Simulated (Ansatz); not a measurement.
H$_{5}$IN$_{2}$Si (SMILES N[SiH](N)I)

Input

```
crystal:
  periodic: [false, false, false]
  atoms:
    - {symbol: I, position_ang: [-1.090367, 1.994137, -1.746453]}
    - {symbol: "N", position_ang: [-0.923174, -0.656760, 0.717602]}
    - {symbol: "N", position_ang: [0.489712, 1.679627, 1.193640]}
    - {symbol: Si, position_ang: [0.033649, 0.559242, -0.021195]}
    - {symbol: H, position_ang: [-1.082108, -1.536626, 0.235409]}
    - {symbol: H, position_ang: [-1.724653, -0.393422, 1.284480]}
    - {symbol: H, position_ang: [1.078928, -0.160501, -0.794853]}
    - {symbol: H, position_ang: [0.709085, 2.644180, 0.972390]}
    - {symbol: H, position_ang: [0.922258, 1.361248, 2.055513]}
basis:
  gaussian:
    orbitals: def2-TZVPD
hamiltonian:
  xc: {name: PBE0}
output:
  forces: true
  orbitals: {seedname: orbitals}
```

Run with:

```sh
ansatz run input.yaml --threads 2 --pin off --max-ram 4350MiB --events-out events.jsonl --progress --plain --runs-dir runs
```

Geometry: B3LYP-D3(BJ)/def2-SVP; core potentials replace the inner electrons of I.

Method: isolated molecule in a Gaussian basis; Kohn-Sham density functional theory, functional PBE0 in Ansatz 0.2.0.

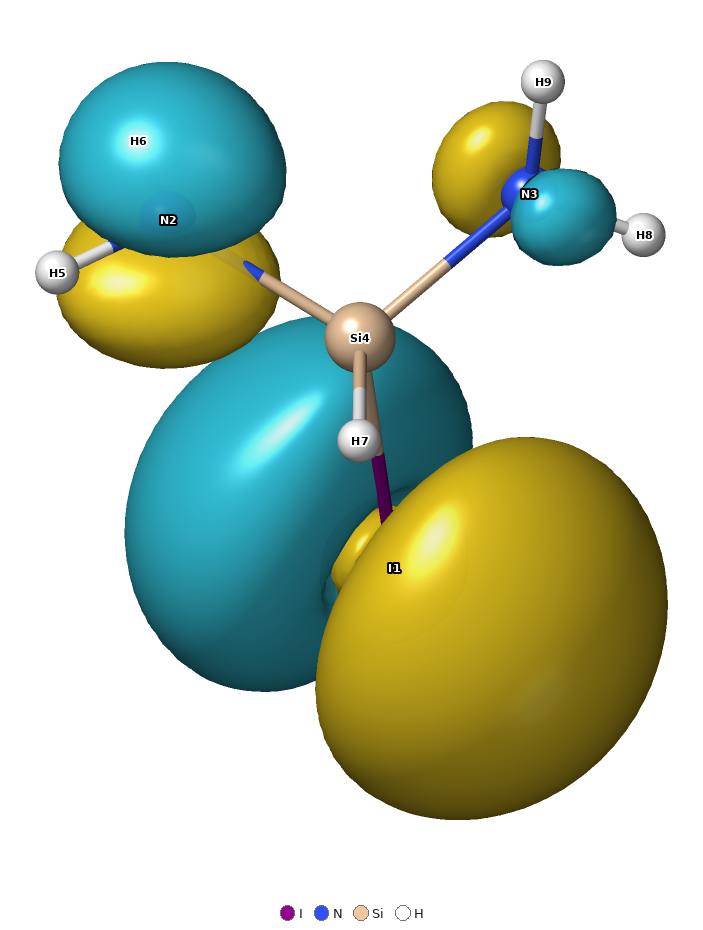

Figure 1. The HOMO at ±0.08 Å⁻³ᐟ² (yellow and cyan are the two phases), seen at a tilt.

> Describe this orbital and give its energy.

It lies mainly on I1 (about 80 %) and N2 (about 10 %); largely a lone pair of I1. Its energy is −7.26 eV.

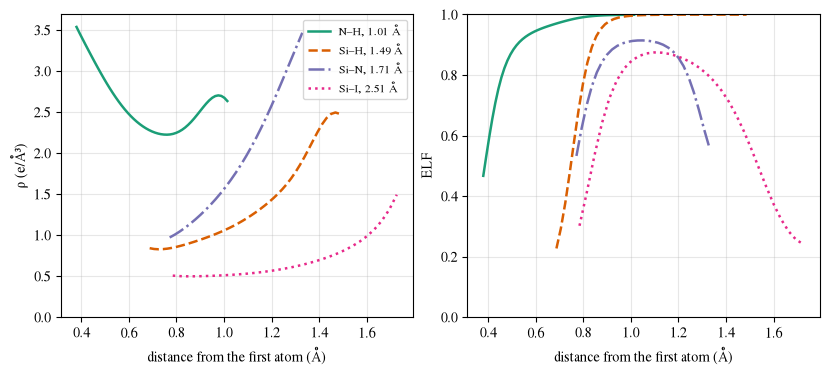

Figure 2. Electron density and ELF along straight lines between neighbouring atoms. The curves leave out the atomic cores.

> Compare the contacts.

N–H (1.01 Å): the density is about 2.9 e/Å³ at the midpoint; the ELF climbs to about 1 towards the hydrogen, as it does in any bond to H: a covalent bond by its length.
Si–H (1.49 Å): ρ at the midpoint is about 0.83 e/Å³; the ELF climbs to about 1 towards the hydrogen.
Si–N (1.71 Å): the density is about 1.1 e/Å³ at the midpoint; the ELF peaks at about 0.90 between the atoms (a polar covalent bond).
Si–I (2.51 Å): the density is about 0.59 e/Å³ at the midpoint, with its minimum of 0.5 e/Å³ about 0.8 Å from Si; the ELF peaks at about 0.85 between the atoms; a shared electron pair.

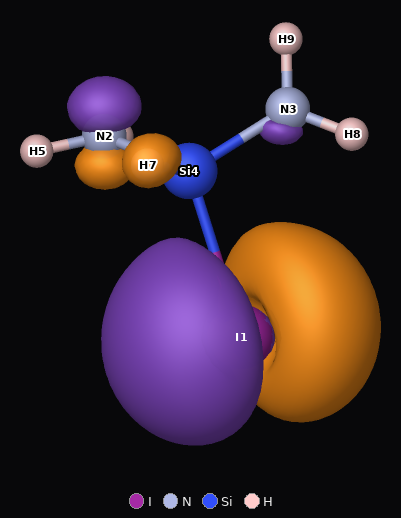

Figure 3. The HOMO−1 at ±0.1 Å⁻³ᐟ² (orange and purple are the two phases), seen at a tilt.

> What is the character of this orbital?

It lies mainly on I1 (about 90 %); largely a lone pair of I1. Its energy is −7.31 eV.
